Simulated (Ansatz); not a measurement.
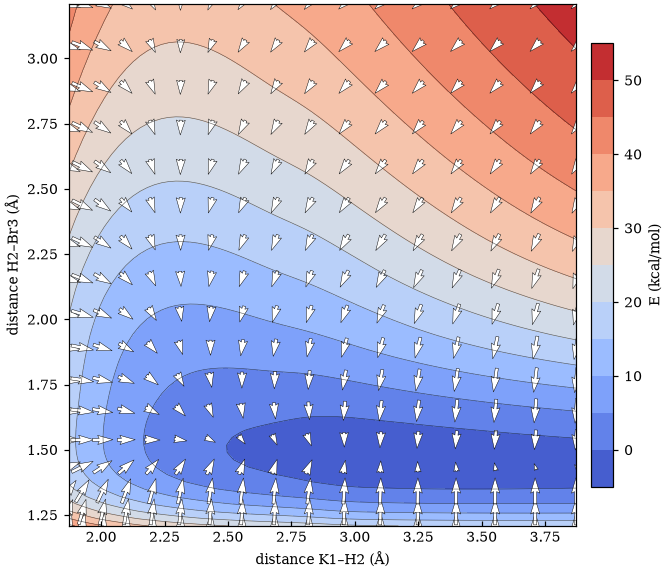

Energy landscape of the system K + HBr, spin multiplicity 2. First axis: distance K1–H2. Second axis: distance H2–Br3. Nothing is relaxed (the angle K1–H2–Br3 is fixed at 180 degrees). Grid: 17 × 17 points. Points are written as (first, second). Energies are in kcal/mol, from K far from the relaxed HBr (each part in its own basis). The calculation used Ansatz, UKS PBE0-D4/def2-SVPD.

Drawn: filled contours, arrows along the force (downhill), their lengths compressed. Between grid points the surface is interpolated. 

### Where are the wells?

The lowest grid point is at (3.248 Å, 1.435 Å), −2.9 kcal/mol from K far from the relaxed HBr (each part in its own basis). The highest grid point, (3.872 Å, 3.208 Å), lies 55.1 kcal/mol above the lowest.

Grid values (kcal/mol):

```tsv
distance H2–Br3 ↓, distance K1–H2 →	1.872	2.006	2.202	2.431	2.684	2.958	3.248	3.553	3.872
3.047	39.3	33.7	30.1	30.2	32.7	36.1	40.8	45.6	50.1
2.735	33.6	28.0	24.6	24.7	27.2	30.7	35.5	40.4	45.1
2.437	27.4	21.9	18.4	18.4	20.9	24.3	29.1	34.0	38.6
2.155	22.1	16.4	12.5	12.2	14.2	17.1	21.4	25.8	30.0
1.891	18.7	12.6	8.0	6.6	7.5	9.3	12.3	15.5	18.5
1.649	17.0	10.5	4.9	2.0	1.0	0.8	2.0	3.5	5.1
1.435	17.4	11.1	5.3	1.4	−0.8	−2.7	−2.9	−2.7	−2.3
1.262	30.7	24.7	19.0	15.2	12.7	10.3	9.4	9.1	9.2
```

The table holds every second grid line.

Each point was launched as `ansatz run input.yaml --threads 1 --pin off --max-ram 2560MiB --backend cpu --events-out ev --progress --plain --runs-dir out`. Time for the 289 points that were run: 36 min on 1 thread of Arm Neoverse V1, on a shared host.
